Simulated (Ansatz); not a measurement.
**How fast states decay through KTlTeCl6**

A new crystal, KTlTeCl6: structure, gap and complex bands. It is built by putting Tl for part of the K in the K2TeCl6 structure of space group Fm-3m, with the volume rescaled by atomic radii. The parent structure comes from the Materials Project.

Method: LDA DFT, plane waves, PAW files, in the first sound run; inputs show where later runs differ, in Ansatz 0.2.0.

The structure was built from a prototype and need not be the compound's stable phase.

### 1. The starting structure

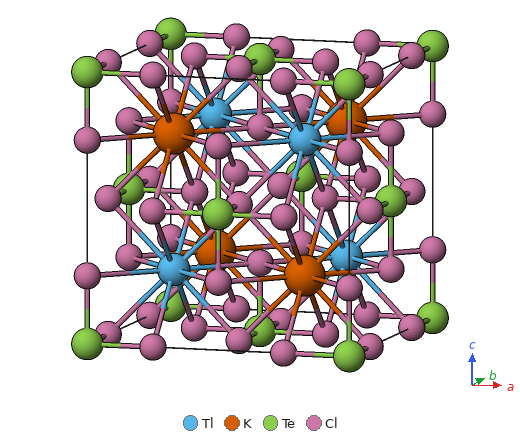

The starting structure, seen slightly off an axis (thallium blue, potassium orange, tellurium green, chlorine pink). This picture shows the conventional cell, with its axes. Some periodic images of atoms are drawn too.

### 2. Relaxing the new crystal

The substituted atoms don't fit the parent's cell, so cell and atoms relax together. A small smearing keeps the run stable in case the gap closes on the way.

Contents of input.yaml:

```yaml
crystal:
  lattice:
    - [0.0, 4.8976289685, 4.8976289685]
    - [4.8976289685, 0.0, 4.8976289685]
    - [4.8976289685, 4.8976289685, 0.0]
  atoms:
    - { symbol: Tl, position: [0.75, 0.75, 0.75] }
    - { symbol: K, position: [0.25, 0.25, 0.25] }
    - { symbol: Te, position: [0.0, 0.0, 0.0] }
    - { symbol: Cl, position: [0.25052101, 0.25052101, 0.74947899] }
    - { symbol: Cl, position: [0.74947899, 0.25052101, 0.74947899] }
    - { symbol: Cl, position: [0.25052101, 0.74947899, 0.74947899] }
    - { symbol: Cl, position: [0.74947899, 0.74947899, 0.25052101] }
    - { symbol: Cl, position: [0.25052101, 0.74947899, 0.25052101] }
    - { symbol: Cl, position: [0.74947899, 0.25052101, 0.25052101] }
kpoints:
  mp_grid: { grid: [4, 4, 4] }
scf:
  occupations: { method: gaussian, width: 0.03 }
hamiltonian:
  xc: lda
output:
  forces: true
  stress: true
relax:
  f_tol: 0.02
  max_steps: 60
  cell: {}
```

Command:

```
$ ansatz run input.yaml --threads 2 --pin off --max-ram 4096MiB --backend cpu --events-out ev --progress --plain --runs-dir out
```

Numbers of over 12 decimals in the logs are rounded to 6 here.

Output:

```text
Engine: ansatz 0.2.0, aarch64-unknown-linux-gnu
Pseudopotentials: kind: paw
Pseudopotential: Tl, paw, valence charge 13, recommended cutoff 420 eV (normal), Tl.paw.azcp
Pseudopotential: K, paw, valence charge 9, recommended cutoff 420 eV (normal), K.paw.azcp
Pseudopotential: Te, paw, valence charge 16, recommended cutoff 420 eV (normal), Te.paw.azcp
Pseudopotential: Cl, paw, valence charge 7, recommended cutoff 420 eV (normal), Cl.paw.azcp
Functional definition: SPW92
  exchange = slater_x
  correlation = pw_c
Crystal: 9 atoms, lattice volume = 234.957 Å³
Basis set: ecut = 420 eV, 4621 PW (Γ)
Bands: 49, of which v1, the nominal top of the filled ones, is band 40 counted from 1 (39 counted from 0)
Symmetry: 24 space group operations
Space group: F-43m (ITA 216), of the structure as read, at distance tolerance 6.2e-5 Å
k-points: 8 of 64 (time reversal used)
Non-local potential: Tl, projectors of the file, l = 0: 2, l = 1: 2, l = 2: 2, l = 3: 1
Non-local potential: K, projectors of the file, l = 0: 3, l = 1: 2, l = 2: 2
Non-local potential: Te, projectors of the file, l = 0: 2, l = 1: 2, l = 2: 2, l = 3: 2
Non-local potential: Cl, projectors of the file, l = 0: 2, l = 1: 2, l = 2: 2
PAW form: soft (Blöchl's): semilocal exchange-correlation on the pseudo side does not see the compensation charge
PAW frozen core: Tl, regenerated for the run's functional, and the local potential with it (the file was generated under x = pbe(κ = 0.804, μ = 0.219515), c = pbe(β = 0.066725))
PAW frozen core: K, regenerated for the run's functional, and the local potential with it (the file was generated under x = pbe(κ = 0.804, μ = 0.219515), c = pbe(β = 0.066725))
PAW frozen core: Te, regenerated for the run's functional, and the local potential with it (the file was generated under x = pbe(κ = 0.804, μ = 0.219515), c = pbe(β = 0.066725))
PAW frozen core: Cl, regenerated for the run's functional, and the local potential with it (the file was generated under x = pbe(κ = 0.804, μ = 0.219515), c = pbe(β = 0.066725))
PAW one-centre angular grid: Tl, 590 points (default); XC on 64 Gauss nodes
PAW one-centre angular grid: K, 110 points (default); XC on 64 Gauss nodes
PAW one-centre angular grid: Te, 590 points (default); XC on 64 Gauss nodes
PAW one-centre angular grid: Cl, 110 points (default); XC on 64 Gauss nodes
Initial density: superposition of atomic densities (neutral atoms: chi_scale 0, normalization atom), corrected by the library's trained network
Initial wavefunctions: pseudopotential atomic-orbital guess
Functional: x = slater, c = lda
SCF iter   1: F=—  HF=-25743.283068 eV  |F-HF|=—  |Δ(HF+E_count)|=         —  Δρ=6.74e-3  dr2=1.18e-1  ethr=1.77e-3  ⟨swp⟩=11.2  Hψ=2151  notcnv=0  defer=2
preconditioner: auto → Resta (q_TF=auto, 2.280 Å⁻¹)  ε∞=3.9  [insulator: Δε(μ)=2.246 eV  Ē_g=11.722 eV  σ=0.030 eV  W_gap=1.00  n_scr=58 (ndim 8)  ℏωp=20.0 eV  f_vac=0.025  D(μ)=0.00/eV (n_scr^D=0)  ε∞_Penn≈3.9]
SCF iter   2: F=—  HF=-25743.249552 eV  |F-HF|=—  |Δ(HF+E_count)|=   3.35e-2  Δρ=3.22e-3  dr2=1.94e-2  ethr=1.48e-4  ⟨swp⟩=3.5  Hψ=698  notcnv=0  defer=20
SCF iter   3: F=—  HF=-25743.243842 eV  |F-HF|=—  |Δ(HF+E_count)|=   5.71e-3  Δρ=7.88e-4  dr2=1.37e-3  ethr=2.43e-5  ⟨swp⟩=2.1  Hψ=692  notcnv=0  defer=23
SCF iter   4: F=—  HF=-25743.243629 eV  |F-HF|=—  |Δ(HF+E_count)|=   2.13e-4  Δρ=1.36e-4  dr2=7.49e-5  ethr=1.72e-6  ⟨swp⟩=2.1  Hψ=692  notcnv=0  defer=23
SCF iter   5: F=—  HF=-25743.243468 eV  |F-HF|=—  |Δ(HF+E_count)|=   1.62e-4  Δρ=4.63e-5  dr2=6.80e-6  ethr=9.36e-8  ⟨swp⟩=2.8  Hψ=635  notcnv=0  defer=23
SCF iter   6: F=—  HF=-25743.243469 eV  |F-HF|=—  |Δ(HF+E_count)|=   1.08e-6  Δρ=9.17e-6  dr2=5.10e-7  ethr=8.51e-9  ⟨swp⟩=2.0  Hψ=569  notcnv=0  defer=23
SCF iter   7: F=-25743.243469 eV  HF=-25743.243469 eV  |F-HF|=4.22e-8  |Δ(HF+E_count)|=   1.08e-7  Δρ=3.71e-6  dr2=5.94e-8  ethr=1.25e-10  ⟨swp⟩=5.0  Hψ=1480  notcnv=0
SCF 1 converged in 7 iterations: F = -25743.243469 eV  dr2 = 5.94e-8
  greatest PAW one-centre occupation: 1.000 electrons in one spin orbital (limit 2), on the Te atom at site 2 (counted from 0), in its partial waves of l = 2
relax step   1: F+E_penalty+E_count = -25743.24346860 eV  Δ(F+E_penalty+E_count) = +0.000e0 eV  max|allowed force component| = 8.398e-1 eV/Å  Δτ_max = 0.0000 Å  P = +1.941 GPa  Ω = 234.957 Å³  (7 SCF iters, dr2 threshold 1.00e-7 eV, accepted)
Crystal: 9 atoms, lattice volume = 227.553 Å³
Basis set: ecut = 420 eV, 4477 PW (Γ)
Initial density: handed on by an earlier stage of this run
Initial wavefunctions: those handed on with the density
iter 1 solved again at ethr=1.83e-4 eV; its pass at ethr=3.10e-3 eV (dr2=1.46e-1 eV) is discarded
SCF iter   1: F=—  HF=-25743.333644 eV  |F-HF|=—  |Δ(HF+E_count)|=         —  Δρ=7.40e-3  dr2=1.46e-1  ethr=1.83e-4  ⟨swp⟩=2.2  Hψ=1957  notcnv=0
preconditioner: auto → Resta (q_TF=auto, 2.292 Å⁻¹)  ε∞=4.1  [insulator: Δε(μ)=1.863 eV  Ē_g=11.505 eV  σ=0.030 eV  W_gap=1.00  n_scr=58 (ndim 8)  ℏωp=20.3 eV  f_vac=0.010  D(μ)=0.00/eV (n_scr^D=0)  ε∞_Penn≈4.1]
SCF iter   2: F=—  HF=-25743.297594 eV  |F-HF|=—  |Δ(HF+E_count)|=   3.60e-2  Δρ=3.83e-3  dr2=3.50e-2  ethr=1.83e-4  ⟨swp⟩=2.6  Hψ=519  notcnv=0
SCF iter   3: F=—  HF=-25743.284574 eV  |F-HF|=—  |Δ(HF+E_count)|=   1.30e-2  Δρ=6.15e-4  dr2=2.74e-3  ethr=4.38e-5  ⟨swp⟩=2.2  Hψ=665  notcnv=0
SCF iter   4: F=—  HF=-25743.283476 eV  |F-HF|=—  |Δ(HF+E_count)|=   1.10e-3  Δρ=2.44e-4  dr2=2.58e-4  ethr=3.42e-6  ⟨swp⟩=2.2  Hψ=574  notcnv=0
SCF iter   5: F=—  HF=-25743.283269 eV  |F-HF|=—  |Δ(HF+E_count)|=   2.07e-4  Δρ=6.30e-5  dr2=1.43e-5  ethr=3.23e-7  ⟨swp⟩=2.1  Hψ=713  notcnv=0
SCF iter   6: F=-25743.283266 eV  HF=-25743.283266 eV  |F-HF|=1.82e-7  |Δ(HF+E_count)|=   3.02e-6  Δρ=1.35e-5  dr2=7.35e-7  ethr=1.12e-9  ⟨swp⟩=3.1  Hψ=1725  notcnv=0
SCF 2 converged in 6 iterations: F = -25743.283266 eV  dr2 = 7.35e-7
  greatest PAW one-centre occupation: 0.999 electrons in one spin orbital (limit 2), on the Te atom at site 2 (counted from 0), in its partial waves of l = 2
relax step   2: F+E_penalty+E_count = -25743.28326588 eV  Δ(F+E_penalty+E_count) = -3.980e-2 eV  max|allowed force component| = 6.448e-1 eV/Å  Δτ_max = 0.1358 Å  P = -0.828 GPa  Ω = 227.553 Å³  energy of the carried Pulay correction = +6.814e-4 eV  (6 SCF iters, dr2 threshold 9.00e-7 eV, accepted)
Crystal: 9 atoms, lattice volume = 232.993 Å³
Basis set: ecut = 420 eV, 4573 PW (Γ)
iter 1 solved again at ethr=4.76e-5 eV; its pass at ethr=3.10e-3 eV (dr2=3.81e-2 eV) is discarded
SCF iter   1: F=—  HF=-25743.411437 eV  |F-HF|=—  |Δ(HF+E_count)|=         —  Δρ=3.58e-3  dr2=3.77e-2  ethr=4.76e-5  ⟨swp⟩=3.1  Hψ=1934  notcnv=0
preconditioner: auto → Resta (q_TF=auto, 2.283 Å⁻¹)  ε∞=4.0  [insulator: Δε(μ)=2.141 eV  Ē_g=11.612 eV  σ=0.030 eV  W_gap=1.00  n_scr=58 (ndim 8)  ℏωp=20.1 eV  f_vac=0.015  D(μ)=0.00/eV (n_scr^D=0)  ε∞_Penn≈4.0]
SCF iter   2: F=—  HF=-25743.402213 eV  |F-HF|=—  |Δ(HF+E_count)|=   9.22e-3  Δρ=1.93e-3  dr2=1.00e-2  ethr=4.72e-5  ⟨swp⟩=2.2  Hψ=482  notcnv=0
SCF iter   3: F=—  HF=-25743.398435 eV  |F-HF|=—  |Δ(HF+E_count)|=   3.78e-3  Δρ=3.01e-4  dr2=8.17e-4  ethr=1.25e-5  ⟨swp⟩=2.0  Hψ=588  notcnv=0
SCF iter   4: F=—  HF=-25743.398006 eV  |F-HF|=—  |Δ(HF+E_count)|=   4.29e-4  Δρ=1.35e-4  dr2=6.68e-5  ethr=1.02e-6  ⟨swp⟩=2.0  Hψ=570  notcnv=0
SCF iter   5: F=—  HF=-25743.397996 eV  |F-HF|=—  |Δ(HF+E_count)|=   9.44e-6  Δρ=2.78e-5  dr2=2.58e-6  ethr=8.35e-8  ⟨swp⟩=2.0  Hψ=561  notcnv=0
SCF iter   6: F=-25743.397996 eV  HF=-25743.397996 eV  |F-HF|=4.28e-8  |Δ(HF+E_count)|=   2.60e-7  Δρ=6.63e-6  dr2=1.75e-7  ethr=1.12e-9  ⟨swp⟩=4.8  Hψ=1352  notcnv=0
SCF 3 converged in 6 iterations: F = -25743.397996 eV  dr2 = 1.75e-7
relax step   3: F+E_penalty+E_count = -25743.39799582 eV  Δ(F+E_penalty+E_count) = -1.147e-1 eV  max|allowed force component| = 3.656e-2 eV/Å  Δτ_max = 0.0650 Å  P = -0.122 GPa  Ω = 232.993 Å³  energy of the carried Pulay correction = +1.787e-4 eV  (6 SCF iters, dr2 threshold 9.00e-7 eV, accepted)
[...]
relax step   4: F+E_penalty+E_count = -25743.39834446 eV  Δ(F+E_penalty+E_count) = -3.486e-4 eV  max|allowed force component| = 1.060e-3 eV/Å  Δτ_max = 0.0027 Å  P = -0.026 GPa  Ω = 232.908 Å³  energy of the carried Pulay correction = +1.864e-4 eV  (4 SCF iters, dr2 threshold 8.35e-8 eV, accepted)
Initial wavefunctions: pseudopotential atomic-orbital guess (no wavefunctions were taken with the density)
iter 1 solved again at ethr=5.39e-7 eV; its pass at ethr=3.10e-3 eV (dr2=4.31e-4 eV) is discarded
SCF iter   1: F=—  HF=-25743.398304 eV  |F-HF|=—  |Δ(HF+E_count)|=         —  Δρ=9.03e-6  dr2=7.05e-8  ethr=5.39e-7  ⟨swp⟩=3.1  Hψ=3058  notcnv=0
eigensolver tolerance schedule: the retry pair's looser diagonalisation over-reported the residual by 6115.07 of it (diagonalisation noise at an unbounded share of the residual, at the tolerance the schedule requests for it); recorded, not acted on — ethr = c·dr2/N_el stays at c = 1.0e-1
preconditioner: auto → Resta (q_TF=auto, 2.283 Å⁻¹)  ε∞=4.0  [insulator: Δε(μ)=2.137 eV  Ē_g=11.618 eV  σ=0.030 eV  W_gap=1.00  n_scr=58 (ndim 8)  ℏωp=20.1 eV  f_vac=0.013  D(μ)=0.00/eV (n_scr^D=0)  ε∞_Penn≈4.0]
SCF iter   2: F=—  HF=-25743.398159 eV  |F-HF|=—  |Δ(HF+E_count)|=   1.45e-4  Δρ=4.90e-6  dr2=2.97e-8  ethr=8.81e-11  ⟨swp⟩=3.1  Hψ=869  notcnv=0
SCF iter   3: F=—  HF=-25743.398159 eV  |F-HF|=—  |Δ(HF+E_count)|=  2.55e-11  Δρ=1.08e-6  dr2=7.49e-9  ethr=3.72e-11  ⟨swp⟩=2.9  Hψ=705  notcnv=0
SCF iter   4: F=—  HF=-25743.398159 eV  |F-HF|=—  |Δ(HF+E_count)|=   1.20e-9  Δρ=4.38e-7  dr2=1.03e-9  ethr=9.36e-12  ⟨swp⟩=2.0  Hψ=509  notcnv=0
SCF iter   5: F=-25743.398159 eV  HF=-25743.398159 eV  |F-HF|=5.46e-11  |Δ(HF+E_count)|=  8.73e-11  Δρ=1.51e-7  dr2=8.56e-11  ethr=1.00e-12  ⟨swp⟩=3.8  Hψ=1629  notcnv=0
SCF 5 converged in 5 iterations: F = -25743.398159 eV  dr2 = 8.56e-11
relax step   5: F+E_penalty+E_count = -25743.39815933 eV  Δ(F+E_penalty+E_count) = +1.851e-4 eV  max|allowed force component| = 1.020e-3 eV/Å  Δτ_max = 0.0000 Å  P = -0.027 GPa  Ω = 232.908 Å³  stress off target by 2.66e-2 GPa  SCF on the basis re-selected at this cell (its energy is not comparable with the rows above)  (5 SCF iters)
basis re-selected at this cell: Δ(F+E_penalty+E_count) = +1.851e-4 eV, ΔP = -0.001 GPa vs the last step (what re-selecting the basis moved, of the pressure what is left beyond the Pulay correction that the steps carried, after the strain that the cell walked since its last selection, with what the two solves' SCF thresholds leave and, on support functions, any second-order correction that the steps lacked; it is no m [...]
SCF converged after 5 iterations
Free energy (F): -25743.398159 eV
Harris-Foulkes:  -25743.398159 eV  (|F-HF|=5.46e-11)
Internal energy: -25743.398159 eV  (E = F + TS)
E sigma→0 (E₀):  -25743.398159 eV
Fermi energy:    5.367892 eV
--- Per-component energies (eV) ---
  E_band       = -554.717965
  E_kinetic    = 1731.866381
  E_local      = -4670.078157  (includes V_loc(G=0)·N_el)
  E_nonlocal   = 213.502225
  E_hartree    = 1989.213263
  E_xc         = -1121.052054
  E_vxc        = -1139.425686  (∫ρ·V_xc dr)
  E_paw        = -18867.020327  (= ΣΔE_a)
  E_vpaw       = -669.009555  (= ΣTr[D̂ρ^β])
  E_aug_tail   = 0.000406  (compensation charges beyond the density's cutoff)
  E_ewald      = -5021.767448
  E_core_change = 1.937551  (= ΣΔE_core)
  E_smearing   = -0.000000  (= −TS)
  E_closure    = -0.000000  (closes the sum)
  Σ components = -25743.398159   (vs F -25743.398159, Δ=0.00e0)
--- Forces (eV/Å), atoms counted from 1 ---
  atom   1  Tl     0.00000000    -0.00000000    -0.00000000
  atom   2  K      0.00000000    -0.00000000    -0.00000000
  atom   3  Te    -0.00000000     0.00000000     0.00000000
  atom   4  Cl     0.00000000     0.00000000    -0.00101957
  atom   5  Cl    -0.00000000     0.00101957     0.00000000
  atom   6  Cl     0.00101957    -0.00000000    -0.00000000
  atom   7  Cl    -0.00000000    -0.00000000     0.00101957
  atom   8  Cl     0.00000000    -0.00101957    -0.00000000
  atom   9  Cl    -0.00101957     0.00000000     0.00000000
  max |Σ_I F_I| component: 2.23e-17 eV/Å
--- Stress (GPa, compression-positive) ---
       -0.026582      -0.000000      -0.000000
       -0.000000      -0.026582      -0.000000
       -0.000000      -0.000000      -0.026582
  P = ⅓ Tr σ = -0.0266 GPa (-0.266 kbar)
--- Relaxed structure (4 steps of the walk, 4 accepted, 1 SCFs on fresh bases) ---
  F+E_penalty+E_count = -25743.39815933 eV   max|allowed force component| = 1.020e-3 eV/Å   (the final SCF, on the basis selected at the relaxed cell)
  cell:  # Å, volume = 232.9084 Å³
    - [0, 4.883356, 4.883356]
    - [4.883356, 0, 4.883356]
    - [4.883356, 4.883356, 0]
  atoms:
    - { symbol: Tl, position: [0.750000, 0.750000, 0.750000] }
    - { symbol: K, position: [0.250000, 0.250000, 0.250000] }
    - { symbol: Te, position: [-1.269204444755513e-18, 0, 9.445242379575909e-19] }
    - { symbol: Cl, position: [0.257471, 0.257471, 0.742529] }
    - { symbol: Cl, position: [0.742529, 0.257471, 0.742529] }
    - { symbol: Cl, position: [0.257471, 0.742529, 0.742529] }
    - { symbol: Cl, position: [0.742529, 0.742529, 0.257471] }
    - { symbol: Cl, position: [0.257471, 0.742529, 0.257471] }
    - { symbol: Cl, position: [0.742529, 0.257471, 0.257471] }
```

It took 13 s on 2 threads of Arm Neoverse V2, shared host; peak memory 0.47 GiB.

Step by step:

| step | energy less that of the first step (eV) | largest force component (eV/Å) | pressure (GPa) | volume (Å³) |
| --- | --- | --- | --- | --- |
| 1 | 0.0000 | 0.8398 | 1.94 | 234.96 |
| 2 | -0.0398 | 0.6448 | -0.83 | 227.55 |
| 3 | -0.1545 | 0.0366 | -0.12 | 232.99 |
| 4 | -0.1549 | 0.0011 | -0.03 | 232.91 |
| 5* | -0.1547 | 0.0010 | -0.03 | 232.91 |

Relaxation steps marked * repeat the geometry before them on a plane-wave basis chosen anew for their cell, so energy and pressure can jump there.

Forces are held to the 24 operations that the run works with; a distortion that breaks them can't arise in this run.

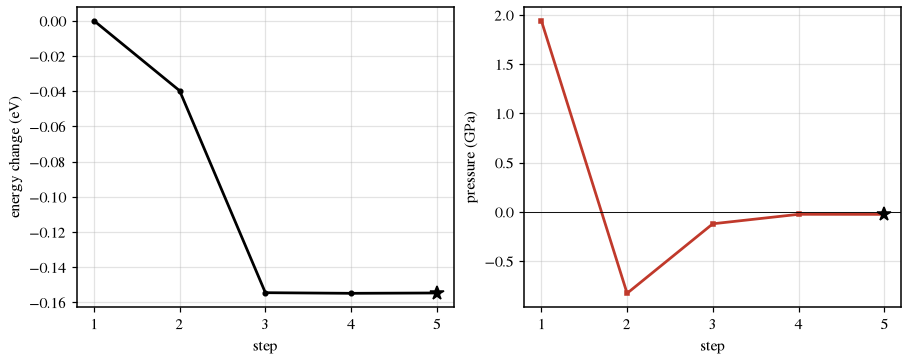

Energy and pressure along the relaxation. Stars mark steps on a basis chosen anew.

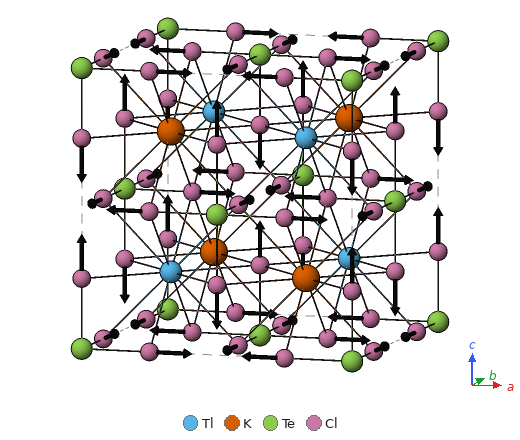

Displacements in the relaxation, exaggerated, measured against the changing cell; the longest in the cell stands for 0.07 Å. Some periodic images of atoms are drawn too.

```csv
"conventional cell, symmetrised",before,after,change
a (Å),9.795,9.767,-0.3 %
b (Å),9.795,9.767,-0.3 %
c (Å),9.795,9.767,-0.3 %
volume (Å³/atom),26.11,25.88,-0.9 %
```

The atoms that moved most (Å, as changes of fractional coordinates times the final cell):

| atom | dx | dy | dz | length |
| --- | --- | --- | --- | --- |
| Cl5 | 0.000 | -0.068 | 0.000 | 0.068 |
| Cl6 | -0.068 | 0.000 | 0.000 | 0.068 |
| Cl7 | 0.000 | 0.000 | -0.068 | 0.068 |
| Cl8 | 0.000 | 0.068 | 0.000 | 0.068 |
| Cl9 | 0.068 | 0.000 | 0.000 | 0.068 |
| Cl4 | 0.000 | 0.000 | 0.068 | 0.068 |

Numbers from this step:

| Property | Result |
| --- | --- |
| free energy | -25743.3982 eV |
| Fermi energy | 5.368 eV |
| pressure | -0.02658 GPa |

The largest force component on a free atom ends at 0.0010 eV/Å.

### 3. The bulk crystal and its band edges

The energy window and the wavevectors of the next steps follow from the band edges, so these are searched first, off the mesh as well.

Contents of input.yaml:

```yaml
crystal:
  lattice:
    - [0.0, 4.8833563291, 4.8833563291]
    - [4.8833563291, 0.0, 4.8833563291]
    - [4.8833563291, 4.8833563291, 0.0]
  atoms:
    - { symbol: Tl, position: [0.75, 0.75, 0.75] }
    - { symbol: K, position: [0.25, 0.25, 0.25] }
    - { symbol: Te, position: [0.0, 0.0, 0.0] }
    - { symbol: Cl, position: [0.2574707483, 0.2574707483, 0.7425292517] }
    - { symbol: Cl, position: [0.7425292517, 0.2574707483, 0.7425292517] }
    - { symbol: Cl, position: [0.2574707483, 0.7425292517, 0.7425292517] }
    - { symbol: Cl, position: [0.7425292517, 0.7425292517, 0.2574707483] }
    - { symbol: Cl, position: [0.2574707483, 0.7425292517, 0.2574707483] }
    - { symbol: Cl, position: [0.7425292517, 0.2574707483, 0.2574707483] }
kpoints:
  mp_grid: { grid: [4, 4, 4] }
  band_path: { path: [VBM, CBM], npoints: 30 }
scf:
  occupations: { method: fixed }
hamiltonian:
  xc: lda
output:
  eigenvalues: true
  write_potential: true
  write_density: true
  volumetric_format: npy
```

Output:

```text
[...]
Crystal: 9 atoms, lattice volume = 232.908 Å³
Basis set: ecut = 420 eV, 4573 PW (Γ)
Bands: 49, of which v1, the nominal top of the filled ones, is band 40 counted from 1 (39 counted from 0)
Symmetry: 24 space group operations
[...]
k-points: 8 of 64 (time reversal used)
[...]
SCF iter   1: F=—  HF=-25743.437935 eV  |F-HF|=—  |Δ(HF+E_count)|=         —  Δρ=6.78e-3  dr2=1.22e-1  ethr=1.77e-3  ⟨swp⟩=4.4  Hψ=1474  notcnv=0  defer=51
[...]
SCF iter   7: F=-25743.398159 eV  HF=-25743.398159 eV  |F-HF|=2.82e-8  |Δ(HF+E_count)|=   8.49e-8  Δρ=3.29e-6  dr2=4.01e-8  ethr=1.25e-10  ⟨swp⟩=15.6  Hψ=1906  notcnv=0
SCF 1 converged in 7 iterations: F = -25743.398159 eV  dr2 = 4.01e-8
[...]
NSCF: frozen V_eff on 16 k-points
[...]
SCF converged after 7 iterations
Free energy (F): -25743.398159 eV
[...]
Internal energy: -25743.398159 eV  (E = F + TS)
E sigma→0 (E₀):  -25743.398159 eV
Fermi energy:    4.299444 eV
[...]
--- Band table (eV; the first three rows and the last of 8) ---
  k-point 0: bands = [... 36 lower, 2.6410, 3.3847, 3.3847, 3.3847, 6.9754, 6.9754, 6.9754, 9.0051, ... 5 higher]
  k-point 1: bands = [... 36 lower, 3.1819, 3.1819, 3.2405, 3.5217, 6.7294, 7.4536, 7.4536, 8.7547, ... 5 higher]
  k-point 2: bands = [... 36 lower, 2.9318, 2.9791, 2.9791, 3.9751, 6.4365, 7.7907, 7.8939, 7.8939, ... 5 higher]
  k-point 7: bands = [... 36 lower, 2.9351, 2.9565, 3.0695, 4.2870, 7.4316, 7.6247, 7.6718, 8.2831, ... 5 higher]
```

Elapsed: 25 s, on 2 threads; peak memory 0.54 GiB.

This step gave:

- Fermi energy: 4.299 eV
- gap on the k-mesh: 2.137 eV
- gap on path: 2.137 eV, by band count; negative where bands overlap
- direct gap on path: 2.461 eV
- edge places on path: 0, 0.5571 1/A along the path

Electronic bands along the path, in eV, zero at the Fermi level (highest filled level under fixed occupations); v1 is the highest filled band, c1 the lowest empty one:

| point | v4 | v3 | v2 | v1 | c1 | c2 | c3 | c4 |
| --- | --- | --- | --- | --- | --- | --- | --- | --- |
| VBM | -1.66 | -1.29 | -0.92 | 0.00 | 3.15 | 3.15 | 3.39 | 3.52 |
| CBM | -1.37 | -1.32 | -1.32 | -0.32 | 2.14 | 3.49 | 3.59 | 3.59 |

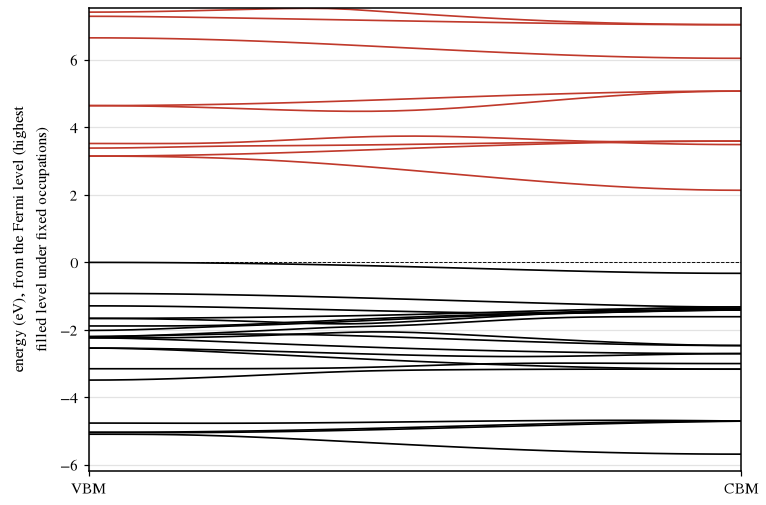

Electronic bands along the path; lines of filled and empty bands in two colours.

The searched edges give 2.14 eV, as on the mesh.

(Continued in part 2 of 3.)

[Logs are printed without paths, hosts, clocks, repeated set-up lines and the standing remarks that a program may print on its own settings, such as how far it seeks lower states.]

[Hosts, paths, dates, database ids (printed as entryN), source tags and the programs' standing remarks are cut or masked in the printed files.]

[New means built here by substitution; the compound itself may be known and measured.]
